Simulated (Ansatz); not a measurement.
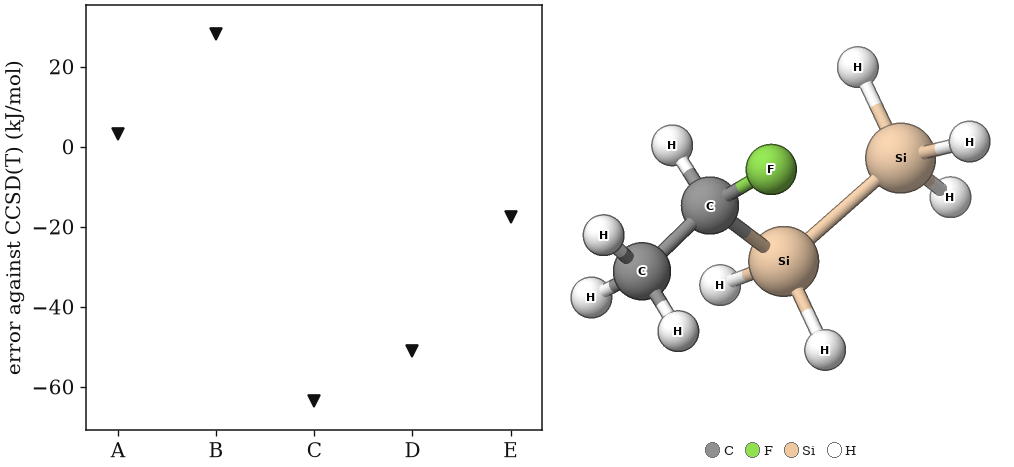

Error in the electronic atomisation energy (method less reference, so positive means overbinding) of C₂H₉FSi₂, SMILES C[C@@H](F)[SiH2][SiH3]: functionals in def2-TZVPP against frozen-core CCSD(T) at the limit (MP2 extrapolated from triple and quadruple zeta, plus CCSD(T) less MP2 in a smaller set), which gives 4757.7 kJ/mol, at a PBE0-D4/def2-TZVP geometry (no frequency check), no zero-point or spin-orbit term, the Ansatz code. The reference leaves out core correlation, a term that grows with the number of heavy atoms. B2PLYP holds a correlation term that converges slowly with the basis, so part of the distance to the limit is basis error. No dispersion term is added to B2PLYP. Limit means the basis limit.

The letters stand for B2PLYP, CCSD limit, PBE-D4, PBE0-D4 and r2SCAN-D4. Which is which?

Answer. A: r2SCAN-D4 (3.2 kJ/mol); B: PBE-D4 (28.1 kJ/mol); C: B2PLYP (−63.5 kJ/mol); D: CCSD limit (−51.2 kJ/mol); E: PBE0-D4 (−17.5 kJ/mol).

Limits of at least one run: one conformer of a flexible molecule.
